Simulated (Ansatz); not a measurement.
# BrFH3Si2 radical: geometry and vibrations

The task is to find a stationary geometry of BrFH3Si2 radical, check the end point by its vibrations and derive ideal-gas thermochemistry, and look at its orbitals and charge.

Program: Ansatz 0.2.0, Gaussian basis. Level of theory: UKS PBE0-D4/def2-TZVP. These are calculated values, not measurements.

Levels to be run: relaxation at PBE-D4/def2-SVP; relaxation at PBE0-D4/def2-TZVP; harmonic vibrations at the same level; a single point in def2-TZVPP for the fields.

## (1) The starting structure

7 atoms, charge 0, spin multiplicity 2.

Atoms are counted from 1 here; the program's logs count them from 0.

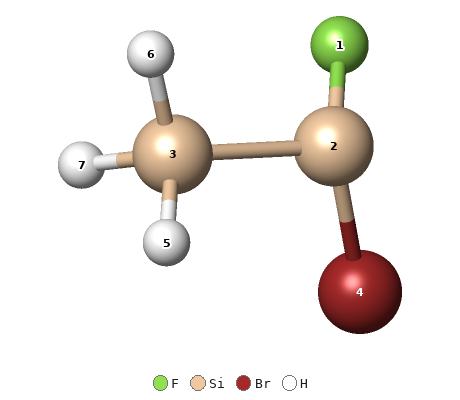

The starting geometry (fluorine green, silicon light orange, bromine red, hydrogen white); atoms are numbered from 1 in the order of the file.

The start is a force-field geometry with small random shifts, so a cheaper pass at PBE-D4/def2-SVP comes first.

## (2) Relaxation at PBE-D4/def2-SVP (cheap first pass)

in.yaml reads:

```yaml
crystal:
  periodic: [false, false, false]
  atoms:
    - {symbol: F, position_ang: [-0.102400, -2.265000, 0.976800]}
    - {symbol: Si, position_ang: [-0.931100, -0.948700, 0.373800]}
    - {symbol: Si, position_ang: [0.455100, 0.844300, 0.074500]}
    - {symbol: Br, position_ang: [-1.804700, -1.511300, -1.545900]}
    - {symbol: H, position_ang: [-0.263200, 2.011700, -0.445500]}
    - {symbol: H, position_ang: [1.094700, 1.261300, 1.385500]}
    - {symbol: H, position_ang: [1.612800, 0.539700, -0.864900]}
basis:
  gaussian: {orbitals: def2-SVP}
magnetization: {spin_polarized: true, initial_magnetization: 1}
hamiltonian: {xc: pbe, dispersion: d4}
relax: {f_tol: 0.03, max_steps: 200}
```

The run is started by

```console
$ ansatz run in.yaml --threads 4 --pin off --events-out ev --progress --plain --max-ram 10444MiB
```

The program printed, cut to the lines that bear on the results:

```text
Functional definition: PBE
  name "PBE"
  cite "Perdew, Burke & Ernzerhof, Phys. Rev. Lett. 77, 3865 (1996) doi:10.1103/PhysRevLett.77.3865"
  parent pbe
[...]
1059 factors; their error is unknown
[...]
mean field -88531.61801736 eV, -3253.4769532520 hartree, gradient 5.1e-5 eV, S^2 0.752016; 0 other end points of the search recorded, 0 dependent functions left out
[...]
reference -88531.61805167 eV, -3253.4769545129 hartree; 38, 37 occupied and 59, 60 virtual orbitals, 1059 factors
relax step   1: F+E_penalty+E_count = -88531.81060181 eV  Δ(F+E_penalty+E_count) = +0.000e0 eV  max|allowed force component| = 1.533e0 eV/Å  Δτ_max = 0.0000 Å  (28 SCF iters, accepted)
[...]
relax step   5: F+E_penalty+E_count = -88531.93037282 eV  Δ(F+E_penalty+E_count) = -6.854e-3 eV  max|allowed force component| = 3.907e-2 eV/Å  Δτ_max = 0.0138 Å  (30 SCF iters, accepted)
[...]
relax step   6: F+E_penalty+E_count = -88531.93062509 eV  Δ(F+E_penalty+E_count) = -2.523e-4 eV  max|allowed force component| = 1.824e-2 eV/Å  Δτ_max = 0.0078 Å  (25 SCF iters, accepted)
1059 factors; their error is unknown
[...]
mean field -88531.74019477 eV, -3253.4814431890 hartree, gradient 1.3e-5 eV, S^2 0.752124; 1 other end points of the search recorded, 0 dependent functions left out
[...]
reference -88531.74022916 eV, -3253.4814444529 hartree; 38, 37 occupied and 59, 60 virtual orbitals, 1059 factors
Total energy: -88531.93065949 eV, -3253.4884426382 hartree
Atom 0 at    -0.078897    -2.234744     0.961545 Å, force    -0.006345     0.012269    -0.004158 eV/Å
Atom 1 at    -0.967766    -0.957890     0.415490 Å, force     0.005560    -0.011555     0.018236 eV/Å
Atom 2 at     0.514312     0.874486     0.084857 Å, force    -0.005294    -0.009473     0.001178 eV/Å
Atom 3 at    -1.824079    -1.528768    -1.589410 Å, force     0.010637     0.012315    -0.006651 eV/Å
Atom 4 at    -0.299569     2.014233    -0.459904 Å, force    -0.001011    -0.005188    -0.002632 eV/Å
Atom 5 at     1.101584     1.256077     1.415295 Å, force     0.001711     0.003245     0.000433 eV/Å
Atom 6 at     1.615615     0.508606    -0.873573 Å, force    -0.005259    -0.001613    -0.006406 eV/Å
Dipole moment:     0.044495     0.307942     0.067156 e Å
```

Wall time 4.7 s (4 threads of Intel Xeon 6975P-C, shared host).

The steps of the relaxation:

```tsv
step	energy from step 1 (eV)	largest force component (eV/Å)
1	0.0000	1.5325
2	-0.0909	0.5489
3	-0.1103	0.5870
4	-0.1129	0.4912
5	-0.1198	0.0391
6	-0.1200	0.0182
```

Close pairs (by a distance rule), those that changed most:

```tsv
bond	before (Å)	after (Å)	change (Å)
Si2–Si3	2.286	2.380	+0.094
Si2–Br4	2.183	2.254	+0.071
Si3–H5	1.466	1.503	+0.037
F1–Si2	1.668	1.649	-0.019
Si3–H7	1.522	1.505	-0.017
Si3–H6	1.517	1.504	-0.014
```

## (3) Optimising with PBE0-D4/def2-TZVP

in.yaml reads:

```yaml
crystal:
  periodic: [false, false, false]
  atoms:
    - {symbol: F, position_ang: [-0.078897, -2.234744, 0.961545]}
    - {symbol: Si, position_ang: [-0.967766, -0.957890, 0.415490]}
    - {symbol: Si, position_ang: [0.514312, 0.874486, 0.084857]}
    - {symbol: Br, position_ang: [-1.824079, -1.528768, -1.589410]}
    - {symbol: H, position_ang: [-0.299569, 2.014233, -0.459904]}
    - {symbol: H, position_ang: [1.101584, 1.256077, 1.415295]}
    - {symbol: H, position_ang: [1.615615, 0.508606, -0.873573]}
basis:
  gaussian: {orbitals: def2-TZVP}
magnetization: {spin_polarized: true, initial_magnetization: 1}
hamiltonian: {xc: pbe0, dispersion: d4}
relax: {f_tol: 0.005, max_steps: 150}
```

The command is unchanged.

The program printed, cut to the lines that bear on the results:

```text
Functional definition: PBE0
  name "PBE0"
  cite "Adamo & Barone, J. Chem. Phys. 110, 6158 (1999) doi:10.1063/1.478522"
  cite "Perdew, Burke & Ernzerhof, Phys. Rev. Lett. 77, 3865 (1996) doi:10.1103/PhysRevLett.77.3865"
  parent pbe
[...]
1237 factors; their error is unknown
[...]
mean field -88553.32525516 eV, -3254.2746795274 hartree, gradient 4.8e-5 eV, S^2 0.754381; 0 other end points of the search recorded, 0 dependent functions left out
[...]
reference -88553.32528716 eV, -3254.2746807033 hartree; 38, 37 occupied and 133, 134 virtual orbitals, 1237 factors
relax step   1: F+E_penalty+E_count = -88553.48852758 eV  Δ(F+E_penalty+E_count) = +0.000e0 eV  max|allowed force component| = 9.467e-1 eV/Å  Δτ_max = 0.0000 Å  (31 SCF iters, accepted)
[...]
reference -88553.37192320 eV, -3254.2763945464 hartree; 38, 37 occupied and 133, 134 virtual orbitals, 1237 factors
Total energy: -88553.53619225 eV, -3254.2824313224 hartree
Atom 0 at    -0.117538    -2.215050     0.950986 Å, force    -0.000300    -0.000015    -0.000369 eV/Å
Atom 1 at    -0.941179    -0.952283     0.403103 Å, force     0.000693     0.001839     0.000488 eV/Å
Atom 2 at     0.521081     0.870769     0.084370 Å, force    -0.000004    -0.001947    -0.000029 eV/Å
Atom 3 at    -1.803280    -1.530601    -1.565505 Å, force     0.000118    -0.000628    -0.000334 eV/Å
Atom 4 at    -0.302340     1.986047    -0.445842 Å, force    -0.000799     0.000441    -0.000649 eV/Å
Atom 5 at     1.099110     1.247287     1.399593 Å, force     0.000625    -0.000169     0.000934 eV/Å
Atom 6 at     1.605345     0.525830    -0.872406 Å, force    -0.000331     0.000480    -0.000040 eV/Å
Dipole moment:     0.069653     0.322965     0.076878 e Å
```

It took 19 s on 4 threads of Intel Xeon 6975P-C, shared host; peak memory 0.65 GiB.

Step by step:

```tsv
step	energy from step 1 (eV)	largest force component (eV/Å)
1	0.0000	0.9467
2	-0.0320	0.7310
3	-0.0427	0.3052
4	-0.0465	0.1462
5	-0.0474	0.0303
6	-0.0476	0.0075
7	-0.0476	0.0019
```

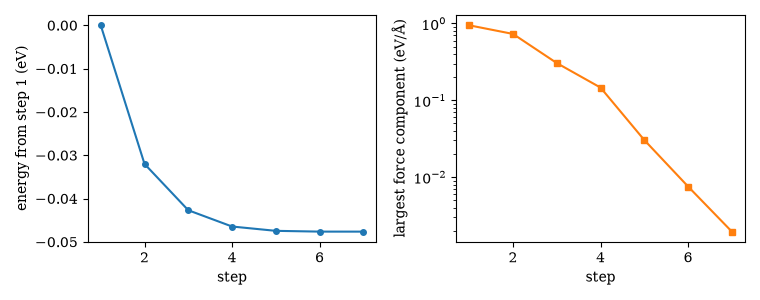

Energy and largest force along the relaxation.

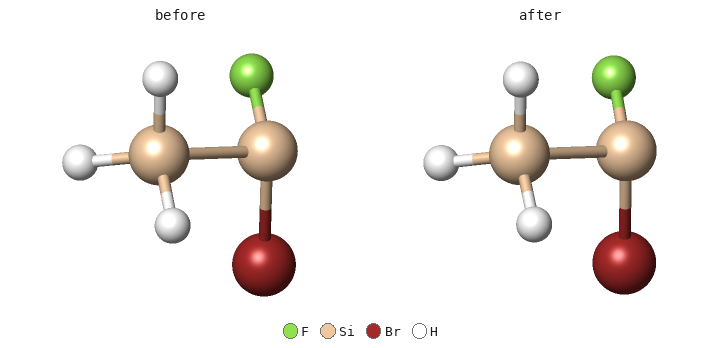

Before and after, at one scale.

Distances of close pairs at the start and the end, largest changes first:

```tsv
bond	before (Å)	after (Å)	change (Å)
F1–Si2	1.649	1.604	-0.045
Si2–Br4	2.254	2.226	-0.028
Si2–Si3	2.380	2.359	-0.021
Si3–H7	1.505	1.487	-0.018
Si3–H5	1.503	1.484	-0.018
Si3–H6	1.504	1.485	-0.018
```

Mulliken charges of the relaxed molecule (report file):

```tsv
atom	value (e)
F1	-0.28
Si2	0.44
Si3	0.02
Br4	-0.19
H5	0.01
H6	0.00
H7	0.01
```

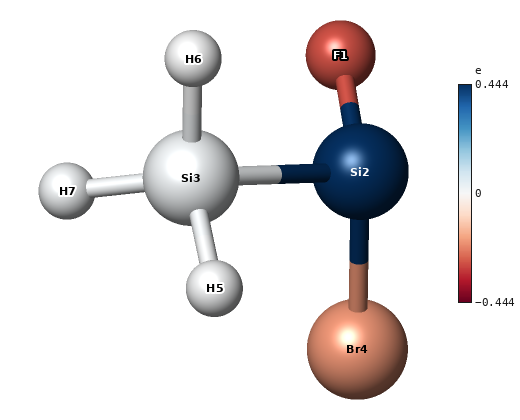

Mulliken charges of the relaxed molecule (report file), as colours on the atoms.

## (4) Harmonic vibrations

in.yaml reads:

```yaml
crystal:
  periodic: [false, false, false]
  atoms:
    - {symbol: F, position_ang: [-0.117538, -2.215050, 0.950986]}
    - {symbol: Si, position_ang: [-0.941179, -0.952283, 0.403103]}
    - {symbol: Si, position_ang: [0.521081, 0.870769, 0.084370]}
    - {symbol: Br, position_ang: [-1.803280, -1.530601, -1.565505]}
    - {symbol: H, position_ang: [-0.302340, 1.986047, -0.445842]}
    - {symbol: H, position_ang: [1.099110, 1.247287, 1.399593]}
    - {symbol: H, position_ang: [1.605345, 0.525830, -0.872406]}
basis:
  gaussian: {orbitals: def2-TZVP}
magnetization: {spin_polarized: true, initial_magnetization: 1}
hamiltonian: {xc: pbe0, dispersion: d4}
phonons: {temperatures: {t_min: 298.15, t_max: 900, t_step: 200}}
```

Same command.

The program printed, cut to the lines that bear on the results:

```text
Functional definition: PBE0
  name "PBE0"
  cite "Adamo & Barone, J. Chem. Phys. 110, 6158 (1999) doi:10.1063/1.478522"
  cite "Perdew, Burke & Ernzerhof, Phys. Rev. Lett. 77, 3865 (1996) doi:10.1103/PhysRevLett.77.3865"
  parent pbe
[...]
1237 factors; their error is unknown
[...]
mean field -88553.37189195 eV, -3254.2763933979 hartree, gradient 2.8e-5 eV, S^2 0.754237; 0 other end points of the search recorded, 0 dependent functions left out
[...]
reference -88553.37192413 eV, -3254.2763945805 hartree; 38, 37 occupied and 133, 134 virtual orbitals, 1237 factors
[...]
1237 factors; their error is unknown
mean field -88553.37186690 eV, -3254.2763924774 hartree, gradient 1.8e-6 eV, S^2 0.754238; 0 other end points of the search recorded, 0 dependent functions left out
[...]
reference -88553.37189908 eV, -3254.2763936597 hartree; 38, 37 occupied and 133, 134 virtual orbitals, 1237 factors
[...]
Total energy: -88553.53619317 eV, -3254.2824313563 hartree
Atom 0 at    -0.117538    -2.215050     0.950986 Å, force    -0.000327     0.000003    -0.000371 eV/Å
Atom 1 at    -0.941179    -0.952283     0.403103 Å, force     0.000756     0.001812     0.000567 eV/Å
Atom 2 at     0.521081     0.870769     0.084370 Å, force     0.000001    -0.001928    -0.000022 eV/Å
Atom 3 at    -1.803280    -1.530601    -1.565505 Å, force     0.000085    -0.000628    -0.000401 eV/Å
Atom 4 at    -0.302340     1.986047    -0.445842 Å, force    -0.000805     0.000429    -0.000660 eV/Å
Atom 5 at     1.099110     1.247287     1.399593 Å, force     0.000619    -0.000170     0.000931 eV/Å
Atom 6 at     1.605345     0.525830    -0.872406 Å, force    -0.000328     0.000481    -0.000043 eV/Å
Dipole moment:     0.069654     0.322966     0.076880 e Å
Vibrations: 89.58 97.00 167.52 204.59 348.09 461.82 505.72 517.21 843.04 876.32 926.52 931.18 2218.66 2239.25 2246.93 cm⁻¹, zero-point energy 0.785651 eV
```

Wall time 68 s (4 threads of Intel Xeon 6975P-C, shared host); peak memory 0.64 GiB.

Motions are named by where the mode's potential energy lies. The modes, unscaled (a negative number is an imaginary wavenumber):

```tsv
mode	cm⁻¹	motion
1	90	bend
2	97	torsion
3	168	bend
4	205	torsion with bend
5	348	Si–Si and Si–Br stretch
6	462	Si–Br and Si–Si stretch
7	506	bend
8	517	bend
9	843	bend
10	876	Si–F stretch
11	927	bend with wag or twist
12	931	bend with wag or twist
13	2219	Si–H stretch
14	2239	Si–H stretch
15	2247	Si–H stretch
```

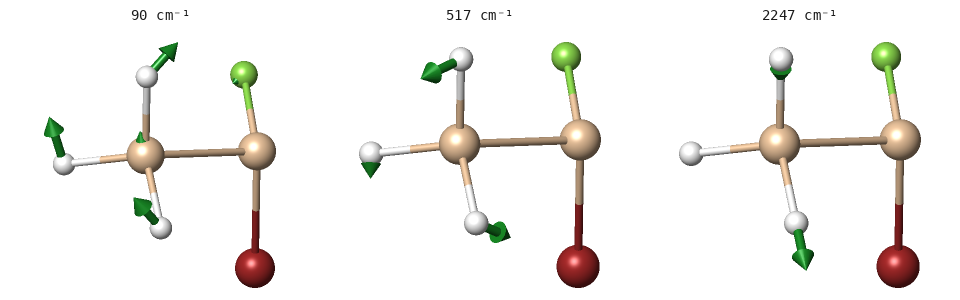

How the atoms move in 3 of the modes.

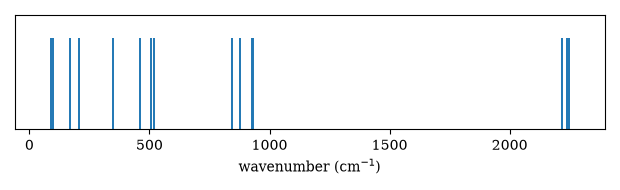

The harmonic wavenumbers as sticks (no intensities were computed).

Ideal gas, rigid rotor and harmonic oscillator at 298.15 K and 1 bar, with symmetry number 1:

```tsv
term	value
zero-point energy	18.1 kcal/mol
H(298) − E	23.0 kcal/mol
entropy, electronic degeneracy	5.8 J/(mol K)
entropy, translation	172.0 J/(mol K)
entropy, rotation	118.7 J/(mol K)
entropy, vibration	64.9 J/(mol K)
entropy, total	361.4 J/(mol K)
```

## (5) A single point for the fields

in.yaml, as its differences from that of step 4:

```diff
@@ -11,5 +11,5 @@
 basis:
-  gaussian: {orbitals: def2-TZVP}
+  gaussian: {orbitals: def2-TZVPP}
 magnetization: {spin_polarized: true, initial_magnetization: 1}
 hamiltonian: {xc: pbe0, dispersion: d4}
-phonons: {temperatures: {t_min: 298.15, t_max: 900, t_step: 200}}
+output: {orbitals: {seedname: orbitals}}
```

Same command.

The program printed:

```text
Functional definition: PBE0
  name "PBE0"
  cite "Adamo & Barone, J. Chem. Phys. 110, 6158 (1999) doi:10.1063/1.478522"
  cite "Perdew, Burke & Ernzerhof, Phys. Rev. Lett. 77, 3865 (1996) doi:10.1103/PhysRevLett.77.3865"
  parent pbe
  parameter a = 0.25
  parameter kappa = 0.804
  parameter beta = 0.06672455060314922
  exchange = (1 - a)*pbe_x(kappa = kappa, mu = beta*pi^2/3) + a*exact_x
  correlation = pbe_c(beta = beta)
1328 factors; their error is unknown
mean field evaluation 1: about -88551.1226 eV, gradient 2.3e1 eV
mean field evaluation 2: about -88548.5820 eV, gradient 3.9e1 eV
mean field evaluation 4: about -88552.9071 eV, gradient 1.1e0 eV
mean field evaluation 8: about -88553.3887 eV, gradient 3.0e-1 eV
mean field evaluation 16: about -88553.3889 eV, gradient 1.0e-4 eV
mean field -88553.38893135 eV, -3254.2770195844 hartree, gradient 1.6e-5 eV, S^2 0.754269; 0 other end points of the search recorded, 0 dependent functions left out
reference -88553.38896327 eV, -3254.2770207575 hartree; 38, 37 occupied and 167, 168 virtual orbitals, 1328 factors
Total energy: -88553.55323231 eV, -3254.2830575333 hartree
```

Wall time 2.6 s (4 threads of Intel Xeon 6975P-C, shared host); peak memory 0.82 GiB.

The fields below are evaluated on a grid from the run's orbitals.

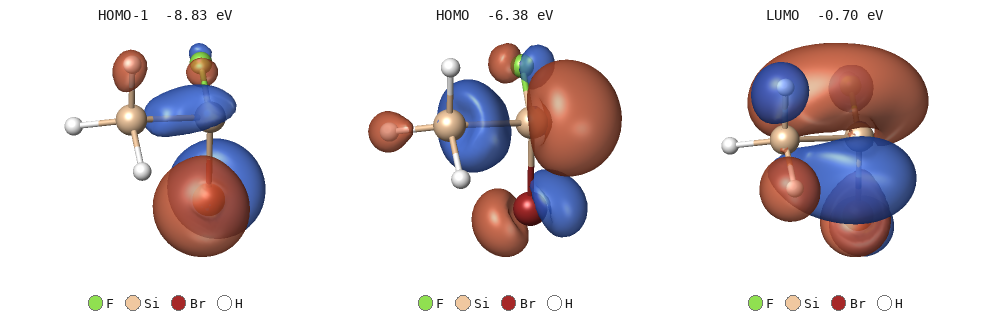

PBE0-D4/def2-TZVPP orbitals (alpha spin) near the gap, drawn at the value that encloses 70 % of each; the two colours are the two signs.

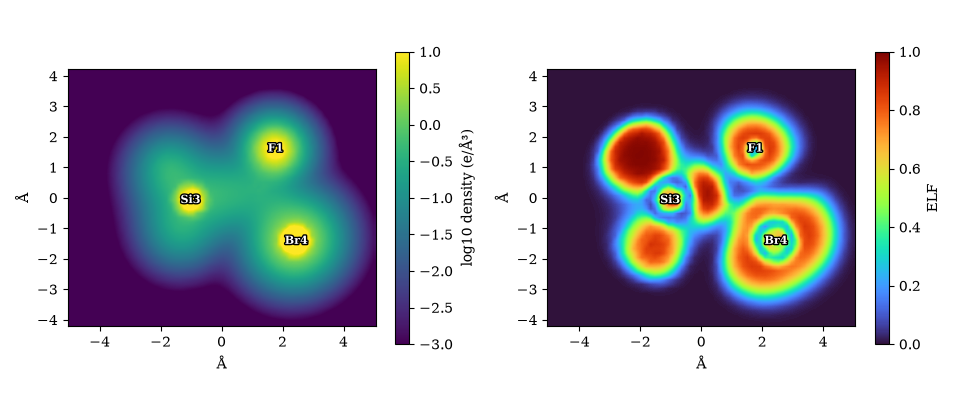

Density (left) and ELF (right) in a plane through or near 3 of the atoms.

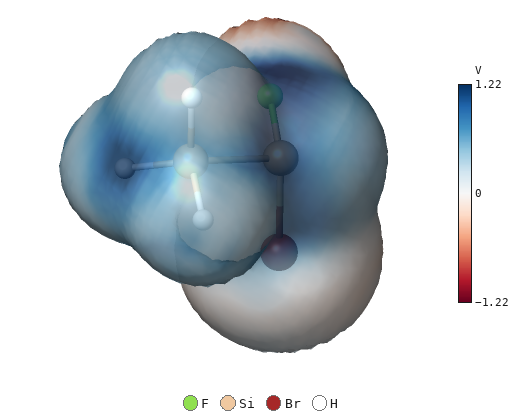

The potential that a unit positive charge feels on the 0.002 e/bohr³ surface, from -0.71 V near F1 to 1.22 V near Si2.

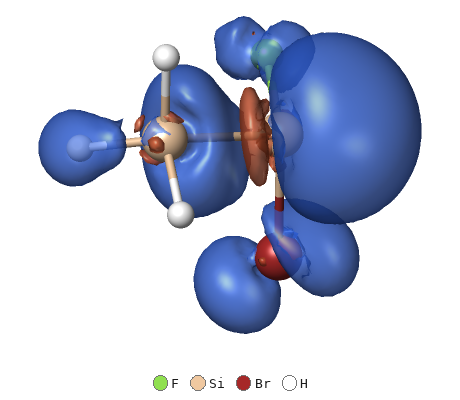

Spin density at ±0.01 e/Å³ (alpha excess blue, beta excess red).

## (6) Outcome

```
                  quantity            value
               point group               C1
                     steps            6 + 7
shift from the start (rms)          0.043 Å
              total energy   -88553.5362 eV
           dispersion term         -164 meV
             dipole moment           1.63 D
lowest, highest wavenumber    90, 2247 cm⁻¹
         zero-point energy    18.1 kcal/mol
       entropy at 298.15 K  361.4 J/(mol K)
   HOMO, LUMO (alpha spin)  -6.38, -0.70 eV
```

**Reading.** The relaxed geometry lies 0.04 Å (rms) from the start; the bond that changed most is Si2–Si3, from 2.286 to 2.359 Å. No mode is imaginary: a true minimum at this level. The stiffest mode, 2247 cm⁻¹, is an Si–H stretch, and 3 modes under 200 cm⁻¹ make the vibrational entropy uncertain. Harmonic hybrid wavenumbers usually lie a few per cent above measured fundamentals. The largest Mulliken charge, +0.44 e, sits on Si2. The alpha HOMO lies mostly on Si2 56 %; Br4 17 % and the LUMO on Si2 40 %; F1 15 %. The unpaired spin sits mainly on Si2 65 %; Si3 11 %.
